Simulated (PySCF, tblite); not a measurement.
# C₆H₁₂BNSi: geometry, infrared bands and NMR shifts

Wanted: the infrared bands and NMR shifts of C₆H₁₂BNSi (`C#CB(N)C[SiH2]CC=C`), by calculation.

Programs: tblite 0.8.0 and PySCF 2.14.0, with density-fitted response routines of our own. Each step states its level of theory. These are calculated values for one molecule in the gas phase, unless marked as measured. Atoms count from 0, in the outputs and in this text.

**1. The molecule as given**

21 atoms, charge 0, multiplicity 1; geometry from: force field or distance geometry start.

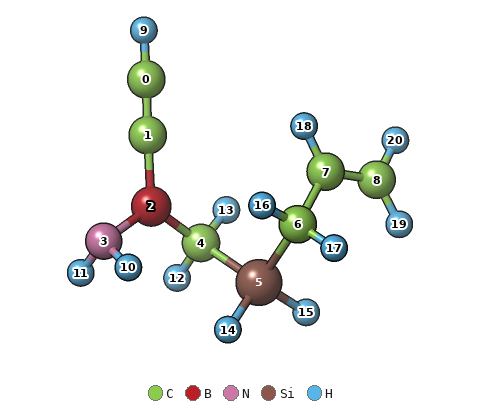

The starting geometry (carbon green, boron red, nitrogen pink, silicon brown, hydrogen blue), atoms numbered; sticks join atoms by distance.

**2. Relaxing the molecule with GFN2-xTB**

Job settings and geometry (Å):

```
{"job": {"kind": "relax", "xc": "GFN2-xTB", "basis": "xTB"}, "charge": 0, "multiplicity": 1}
C     -1.363400     3.141100     0.617700
C     -1.579200     1.977200     0.410600
B     -1.817300     0.476100     0.171500
N     -2.931700    -0.224600     0.929900
C     -0.973700    -0.294300    -0.928400
Si     0.121900    -1.586100    -0.147800
C      1.250800    -0.790900     1.129300
C      2.034800     0.348600     0.543100
C      3.036800     0.135400    -0.318800
H     -1.197900     4.171300     0.797100
H     -2.497000    -1.023900     1.461700
H     -3.586400    -0.650800     0.237400
H     -1.662600    -0.780400    -1.648400
H     -0.324900     0.425400    -1.487500
H     -0.702000    -2.607000     0.503500
H      0.944300    -2.216600    -1.176300
H      0.617400    -0.406600     1.962700
H      1.939800    -1.563600     1.548000
H      1.787800     1.362600     0.845600
H      3.312600    -0.864200    -0.620400
H      3.580800     0.988500    -0.716900
```

Run with:

```console
> OMP_NUM_THREADS=1 python probes_run.py task.json out
```

One launch serves the whole session: the jobs run in the order shown.

**Question.** This job is followed by: GFN2-xTB harmonic vibrations, gas phase; GIAO PBE0/pcSseg-1 NMR shielding, non-relativistic, gas phase. What will the session give for the following? strongest single infrared mode (GFN2-xTB); zero-point energy (GFN2-xTB); 13C shifts against TMS (PBE0/pcSseg-1); 1H shifts against TMS (PBE0/pcSseg-1, means over atoms taken as alike); 11B shifts against BF3·OEt2 (PBE0/pcSseg-1); 15N shifts against NH3 (PBE0/pcSseg-1); 29Si shifts against TMS (PBE0/pcSseg-1); surface potential, least and greatest.

As calculated:

| quantity | value |
| --- | --- |
| strongest single infrared mode (GFN2-xTB) | 2161 cm⁻¹, 420 km/mol |
| zero-point energy (GFN2-xTB) | 101.5 kcal/mol |
| 13C shifts against TMS (PBE0/pcSseg-1) | 145.1, 118.1, 104.2, 95.4, 23.1, 5.4 ppm |
| 1H shifts against TMS (PBE0/pcSseg-1, means over atoms taken as alike) | 6.97, 5.26, 5.16, 4.27, 4.04, 2.55, 1.83, 0.60 ppm |
| 11B shifts against BF3·OEt2 (PBE0/pcSseg-1) | 32.1 ppm |
| 15N shifts against NH3 (PBE0/pcSseg-1) | 114.1 ppm |
| 29Si shifts against TMS (PBE0/pcSseg-1) | -35.2 ppm |
| surface potential, least and greatest | -0.87 V and 1.74 V |

What this shows: Over 145 steps the energy fell by 1.208 eV; of the close pairs, B2–N3 changed most, 1.519 to 1.388 Å. No mode is imaginary among the 57: a minimum at this level. The strongest single mode, at 2161 cm⁻¹, moves mainly H14. GFN2-xTB is a fitted tight-binding method: band positions and strengths are rough. Its intensities can rank the bands wrongly. At PBE0/pcSseg-1: The largest span, 312 ppm, is at C1, where the paramagnetic term is -166 ppm. At PBE0/pcSseg-1, counted by nearest atom on the grid, the HOMO lies on C8 36 %; C7 25 %, the LUMO on B2 30 %; C0 22 %.
